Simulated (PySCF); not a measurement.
## Electronic structure of C₃H₇FO₃Si₂ in real space

Input file:

```
{"job": {"kind": "nmr", "xc": "PBE0", "basis": "pcSseg-1"}, "charge": 0, "multiplicity": 1}
O      1.379755     1.448280     0.277261
C      1.500050     0.245693     0.334041
O      2.692818    -0.354930     0.199118
C      0.373827    -0.690790     0.481686
Si    -0.209083    -1.034540    -1.335179
O     -1.110902     0.308358    -1.498812
Si    -1.546489     1.213636    -0.186202
C     -0.783849     0.048300     1.145363
F     -1.753048    -0.882431     1.510350
H      3.383118     0.311155     0.052717
H      0.674309    -1.585356     1.023892
H     -1.040323    -2.228512    -1.360475
H      0.863499    -0.956950    -2.313125
H     -2.998308     1.113776    -0.116438
H     -0.965007     2.532931    -0.305895
H     -0.467969     0.520323     2.080289
```

Run with:

```sh
OMP_NUM_THREADS=1 python probes_run.py task.json out
```

Geometry: GFN2-xTB.

Theory: PBE0/pcSseg-1, SCF density, gas phase, non-relativistic in PySCF.

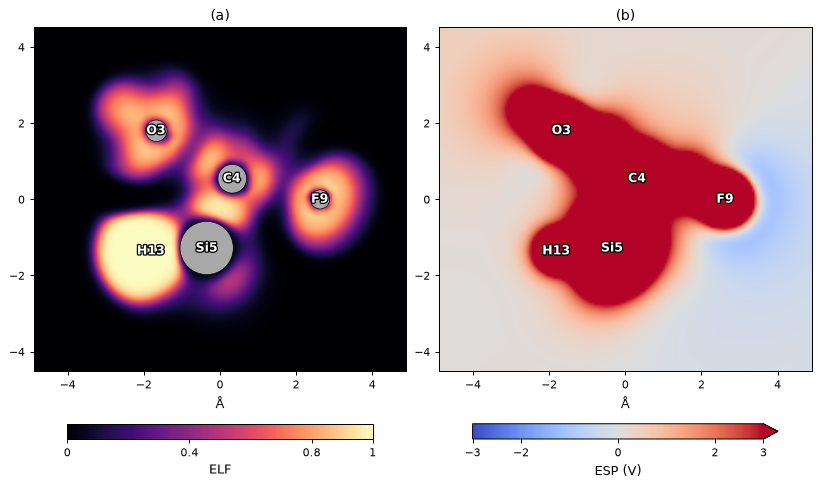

Figure 1. (a) electron localisation function; (b) electrostatic potential on the plane of atoms C4, Si5 and H13. Grey discs cover the atomic cores in the ELF map.

What do the fields say about this system?

Answer. Atoms in the plane: O, C, Si, F and H.
C–Si (1.94 Å): the ELF peaks at about 0.95 between the atoms (localised, covalent bonding).
The ELF also peaks beside F9 and O3, away from the bonds: lone-pair regions.
Outside the dense part of the molecule the potential is most negative (−1.1 V) near F9.

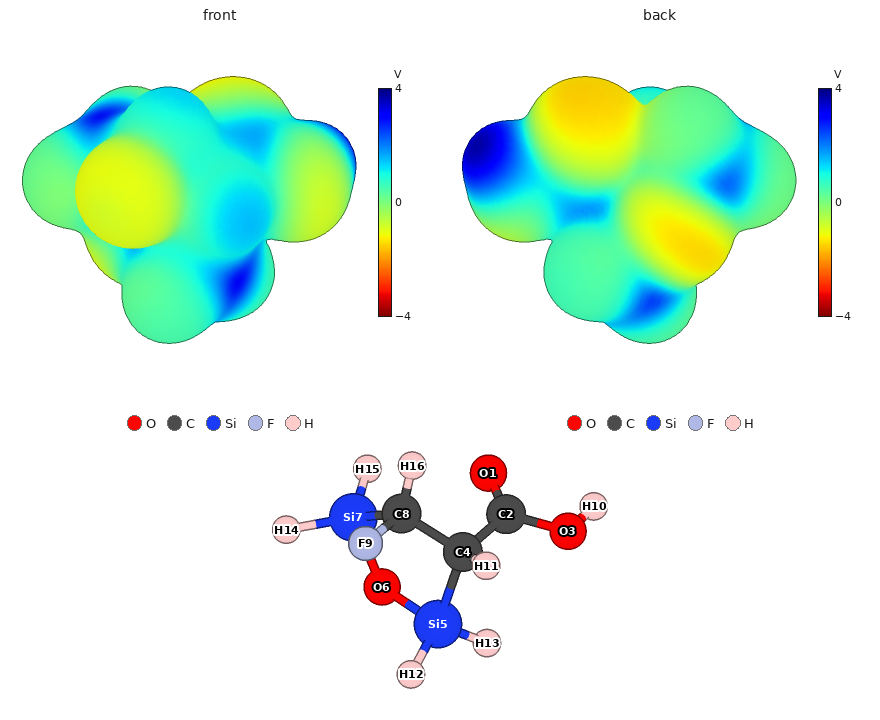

Figure 2. The electrostatic potential painted on the density surface at 0.004 e/bohr³, seen from the front and from behind; red is negative and blue positive. The bare structure is drawn below in the same view.

Where is the surface potential most negative and most positive?

Answer. The most negative region (about −1.5 V) lies over O1, the most positive (about +3.6 V) over H10. O1 is the likeliest acceptor of a hydrogen bond.

How polar is the molecule by this calculation?

Answer. Its dipole moment is 2.05 D.
